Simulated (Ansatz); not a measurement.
**singlet CH3Te− at 6 levels**

Aim: a comparison of 6 runs (CAM-B3LYP/STO-3G, r2SCAN/STO-3G, CCSDT/STO-3G, CCSDTQ/STO-3G, CCSD/STO-3G, FCI/STO-3G) of singlet CH3Te−. 

Program for the calculation: Ansatz 0.2.0.

74 further runs of the same task are left out: 22 that didn't finish, 52 set aside as unsound or not needed.

## Step 1: The structure to begin with

The species is CH3Te− (5 atoms), meant as a singlet with charge -1. SMILES of the parent species: `C[Te]`. The shape is that of a PBE0-D4/def2-TZVP optimisation. That shape belongs to the parent species and isn't relaxed for this state.

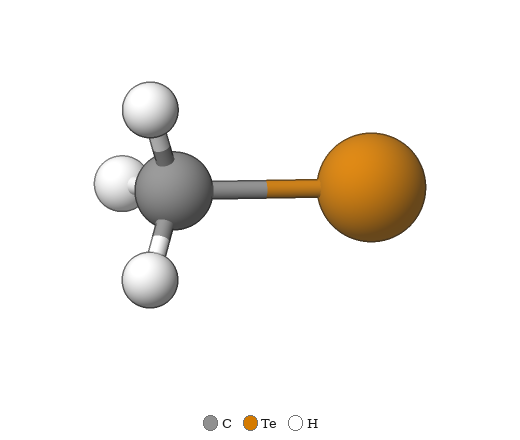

The structure, seen from a chosen angle (carbon grey, tellurium orange, hydrogen white).

## Step 2: A single-point energy at CAM-B3LYP/STO-3G (run 1)

Input file job.yaml:

```yaml
crystal:
  periodic: [false, false, false]
  atoms:
    - {symbol: C, position_ang: [-0.203900, -0.046100, -0.001400]}
    - {symbol: Te, position_ang: [1.912000, 0.238200, 0.073400]}
    - {symbol: H, position_ang: [-0.456800, -1.054800, 0.316200]}
    - {symbol: H, position_ang: [-0.702500, 0.699400, 0.613500]}
    - {symbol: H, position_ang: [-0.498800, 0.089500, -1.043200]}
basis:
  gaussian: {orbitals: STO-3G}
total_charge: -1
hamiltonian: {xc: {name: CAM-B3LYP}}
accuracy: high
```

Started as:

```console
$ ansatz run job.yaml --threads 1 --pin off --max-ram 2610MiB --events-out events.jsonl --progress --plain --runs-dir runs
```

The program printed:

```text
Warning: RAYON_NUM_THREADS=1 ignored (pool sized by the plan → 1); use --threads N
Functional definition: CAM-B3LYP
  name "CAM-B3LYP"
  parameter alpha = 0.19
  parameter beta = 0.46
  parameter omega = 0.33/bohr
  parameter ac = 0.81
  exchange = (1 - alpha - beta)*b88_x + beta*b88_x_sr(omega) + alpha*exact_x + beta*exact_x_lr(omega)
  correlation = (1 - ac)*vwn5_c + ac*lyp_c
487 factors; integrals over basis functions are off by at most 4.8e-9 eV
158 factors; integrals over basis functions are off by at most 9.8e-10 eV
mean field evaluation 1: about -179286.3396 eV, gradient 2.7e1 eV
mean field evaluation 2: about -179287.9128 eV, gradient 2.3e1 eV
mean field evaluation 4: about -179289.5534 eV, gradient 6.1e-2 eV
mean field evaluation 8: about -179289.5359 eV, gradient 4.9e-4 eV
mean field -179289.53590014 eV, -6588.7689175181 hartree, gradient 5.2e-9 eV, S^2 0.000000; 0 other end points of the search recorded, 0 dependent functions left out
reference -179289.53591387 eV, -6588.7689180226 hartree; 31, 31 occupied and 4, 4 virtual orbitals, 487 factors
Total energy: -179289.53591387 eV, -6588.7689180226 hartree
```

Run time: 2.3 s. Hardware: 1 thread of Intel Xeon Platinum 8259CL at 2.50GHz (Skylake/Cascade Lake), shared host; peak memory 0.13 GiB.

## Step 3: A single-point energy at r2SCAN/STO-3G (run 2)

Input file run.yaml:

```yaml
crystal:
  periodic: [false, false, false]
  atoms:
    - {symbol: C, position_ang: [-0.203900, -0.046100, -0.001400]}
    - {symbol: Te, position_ang: [1.912000, 0.238200, 0.073400]}
    - {symbol: H, position_ang: [-0.456800, -1.054800, 0.316200]}
    - {symbol: H, position_ang: [-0.702500, 0.699400, 0.613500]}
    - {symbol: H, position_ang: [-0.498800, 0.089500, -1.043200]}
basis:
  gaussian:
    orbitals: STO-3G
total_charge: -1
hamiltonian:
  xc: r2scan
accuracy: high
```

Started as:

```console
$ ansatz run run.yaml --threads 1 --pin off --max-ram 2610MiB --events-out events.jsonl --progress --plain --runs-dir runs
```

The program printed:

```text
Warning: RAYON_NUM_THREADS=1 ignored (pool sized by the plan → 1); use --threads N
Functional definition: r2SCAN
  name "r2SCAN"
  parameter k0 = 0.174
  parameter k1 = 0.065
  parameter a1 = 4.9479
  exchange = r2scan_x(k0 = k0, k1 = k1, a1 = a1)
  correlation = r2scan_c
487 factors; integrals over basis functions are off by at most 4.8e-9 eV
mean field evaluation 1: about -179286.3758 eV, gradient 2.6e1 eV
mean field evaluation 2: about -179284.6528 eV, gradient 3.6e1 eV
mean field evaluation 4: about -179289.1039 eV, gradient 1.3e-1 eV
mean field evaluation 8: about -179289.0199 eV, gradient 1.5e-4 eV
mean field -179289.01991752 eV, -6588.7499555065 hartree, gradient 7.5e-9 eV, S^2 0.000000; 0 other end points of the search recorded, 0 dependent functions left out
reference -179289.01991790 eV, -6588.7499555204 hartree; 31, 31 occupied and 4, 4 virtual orbitals, 487 factors
Total energy: -179289.01991790 eV, -6588.7499555204 hartree
```

It took 4.2 s on 1 thread of Intel Xeon Platinum 8259CL at 2.50GHz (Skylake/Cascade Lake), shared host; peak memory 0.17 GiB.

Runs 3 to 5 aren't shown in full; the table further down has their settings and results.

## Step 4: The energy at FCI/STO-3G (run 6)

Input file in.yaml:

```yaml
crystal:
  periodic: [false, false, false]
  atoms:
    - {symbol: C, position_ang: [-0.203900, -0.046100, -0.001400]}
    - {symbol: Te, position_ang: [1.912000, 0.238200, 0.073400]}
    - {symbol: H, position_ang: [-0.456800, -1.054800, 0.316200]}
    - {symbol: H, position_ang: [-0.702500, 0.699400, 0.613500]}
    - {symbol: H, position_ang: [-0.498800, 0.089500, -1.043200]}
basis:
  gaussian:
    orbitals: STO-3G
total_charge: -1
correlation:
  method: fci
  frozen_orbitals: {C: 1, H: 0, Te: 18}
accuracy: high
```

Started as:

```console
$ ansatz run in.yaml --threads 1 --pin off --max-ram 2610MiB --events-out events.jsonl --progress --plain --runs-dir runs
```

The program printed:

```text
Warning: RAYON_NUM_THREADS=1 ignored (pool sized by the plan → 1); use --threads N
Functional definition: HF
  name "HF"
  exchange = exact_x
  correlation = 0
487 factors; integrals over basis functions are off by at most 4.8e-9 eV
mean field evaluation 1: about -179215.6366 eV, gradient 2.5e1 eV
mean field evaluation 2: about -179215.7237 eV, gradient 2.5e1 eV
mean field evaluation 4: about -179218.7332 eV, gradient 1.8e0 eV
mean field evaluation 8: about -179218.7517 eV, gradient 5.0e-5 eV
mean field -179218.75172280 eV, -6586.1676469800 hartree, gradient 2.5e-8 eV, S^2 0.000000; 0 other end points of the search recorded, 0 dependent functions left out
19 core orbitals not correlated: weight in the atoms' cores, before any rotation towards them, 1.000 or more for the frozen orbitals, at most 0.000 for the correlated occupied ones
reference -179218.75172280 eV, -6586.1676469800 hartree; 12, 12 occupied and 4, 4 virtual orbitals, 487 factors
state -179221.11607894 eV, -6586.2545354655 hartree
Total energy: -179221.11607894 eV, -6586.2545354655 hartree
```

Run time: 11 s. Hardware: 1 thread of Intel Xeon Platinum 8259CL at 2.50GHz (Skylake/Cascade Lake), shared host; peak memory 0.33 GiB.

## Step 5: All runs side by side

| run | level | frozen core orbitals | energy (Eh) | wall time |
| --- | --- | --- | --- | --- |
| 1 | CAM-B3LYP/STO-3G | – | -6588.768918 | 2.3 s |
| 2 | r2SCAN/STO-3G | – | -6588.749956 | 4.2 s |
| 3 | CCSDT/STO-3G | 19 | -6586.254432 | 1 s |
| 4 | CCSDTQ/STO-3G | 19 | -6586.254534 | 23 s |
| 5 | CCSD/STO-3G | 19 | -6586.253947 | 0.73 s |
| 6 | FCI/STO-3G | 19 | -6586.254535 | 11 s |

## Step 6: Summary of results

```
                                           quantity           value
                                run 6: total energy  -6586.25454 Eh
run 6: correlation energy (19 core orbitals frozen)       -86.9 mEh
```

**Reading.** Against full CI in this basis: CCSDT +0.1 mEh; CCSDTQ +0.0 mEh; CCSD +0.6 mEh. Totals of different functionals can't be ranked against each other. In runs 1, 2, 3, 4, 5, 6 the basis is minimal, so the values are rough. In runs 1, 2, 3, 4, 5, 6 relativity is left out where basis or elements ask for it. All runs together took 41 s, the longest 23 s.
